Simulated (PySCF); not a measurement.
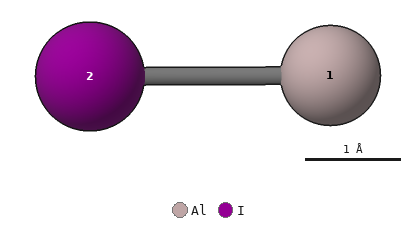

**Figure 1.** The structure as given in the input (ball-and-stick view, seen on its broad side; atoms are numbered from 1 in the order of the input). Sticks mark near contacts.

**Run report: AlI, single-point calculation**

AlI (iodoaluminum), computed with wB97X/def2-TZVPPD, RKS, core potentials def2-svp (PySCF 2.14.0).

**The program's output**
```
converged SCF energy = -540.222924532274
Final energy -540.2229245322743
```

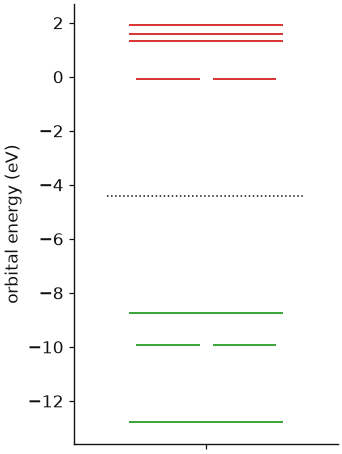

**Figure 2.** Orbital energies near the frontier; the dotted line parts filled from empty levels, and levels within 0.02 eV of each other stand side by side. Highest filled −8.75 eV, lowest empty −0.08 eV, 8.67 eV apart.

The run was set up as follows.

**The input (run.py)**
```python
from pyscf import gto, dft

system = gto.M(
    atom='Al 0.000000 0.000000 0.000000; I 0.000000 0.000000 2.537102',
    charge=0,
    spin=0,
    verbose=3,
    max_memory=1860,
    ecp={'I': 'def2-svp'},
    basis='def2-tzvppd',
)

mf = dft.RKS(system)
mf.xc = 'wb97x'
mf.grids.level = 5
mf.conv_tol = 1e-10
mf.kernel()
if not mf.converged:
    mf = mf.newton().run(mf.mo_coeff, mf.mo_occ)

energy = mf.e_tot
print('Final energy', energy)
```

Command:
```bash
OMP_NUM_THREADS=1 python run.py
```

**Summary**

- outcome: converged
- total energy: −540.222925 hartree
- basis functions: 107
- HOMO: −8.75 eV
- LUMO: −0.08 eV
- dipole moment: 1.75 D
- hardware: 1 thread of Arm Neoverse V1, 24 GiB of memory available, shared host
- wall time: 23 s
- peak memory: 0.52 GiB
